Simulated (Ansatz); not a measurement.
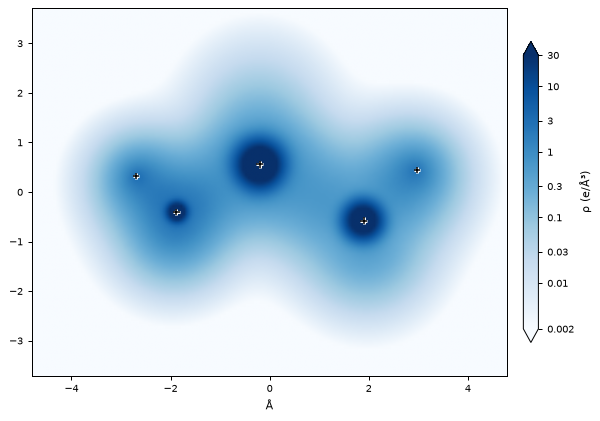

The total electron density on a plane through atoms (crosses mark nuclei in the plane).

The calculation used RKS PBE0-D4/def2-TZVPP in Ansatz.

Candidates:
A. CuBr (SMILES [Cu][Br])
B. CH10BNSi2 (SMILES CBN([SiH3])[SiH3])
C. CH6ClFGeSi (SMILES [CH3][Ge]([F])([SiH3])[Cl])

### Which system is this?

Candidate C: CH6ClFGeSi on the plane of atoms Ge2, C1 and H6, which holds C, Ge, Si and H. C–Ge (1.93 Å): ρ is about 0.92 e/Å³ halfway. Si–Ge (2.39 Å): the density is about 0.62 e/Å³ at the midpoint.
